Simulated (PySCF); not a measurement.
Molecule: C₃H₇BO₂, SMILES C/C=C/B(O)O.

Vertical TDDFT excitations, PBE0/def2-SVPD, PySCF, at a GFN2-xTB geometry (no frequency check), gas phase.

Where does it absorb, and how strongly?

Answer. The lowest singlet lies at 6.63 eV (187 nm, f = 0.471) (S2 lies within 0.06 eV, too close to order); the brightest of the first 8 is S1 at 6.63 eV (187 nm), f = 0.471, mainly HOMO → LUMO (96 %) (S2 lies within 0.06 eV, too close to order). No singlet lies below 3.1 eV (beyond 400 nm), so at this level no vertical transition falls in the visible.


```tsv
state	E (eV)	λ (nm)	f	main character
S1	6.63	187	0.471	HOMO → LUMO (96 %)
S2	6.64	187	0.006	HOMO → LUMO+1 (98 %)
S3	6.85	181	0.000	HOMO−1 → LUMO (99 %)
S4	7.45	167	0.000	HOMO → LUMO+2 (78 %)
S5	7.59	163	0.001	HOMO → LUMO+3 (79 %)
S6	7.75	160	0.069	HOMO−2 → LUMO (97 %)
S7	7.87	158	0.000	HOMO−3 → LUMO (96 %)
S8	8.08	153	0.000	HOMO−2 → LUMO+1 (90 %)
```

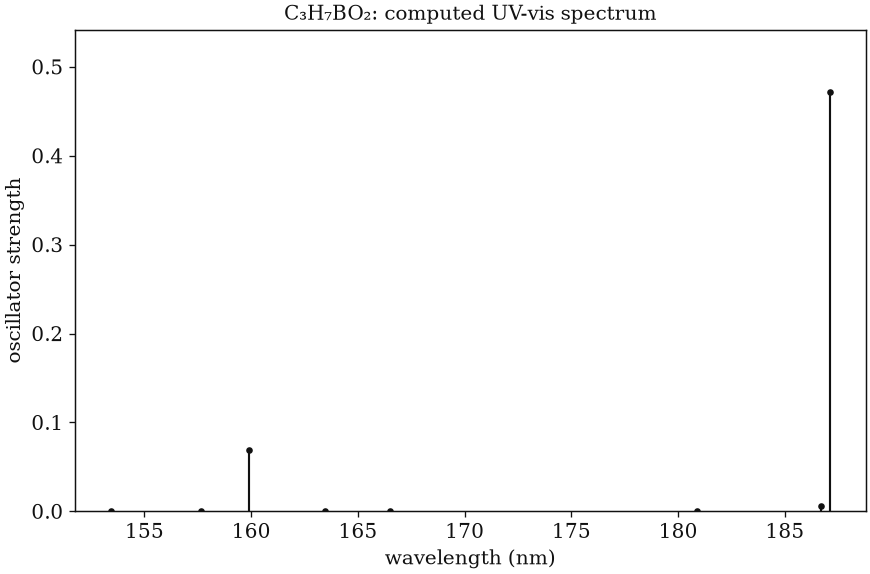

Only the first 8 singlet excitations are included.

Note: states above the negative HOMO energy depend on the basis; the tight-binding geometry is rougher than a DFT one and adds to the error; one conformer of a flexible molecule; core orbitals are frozen in the response.
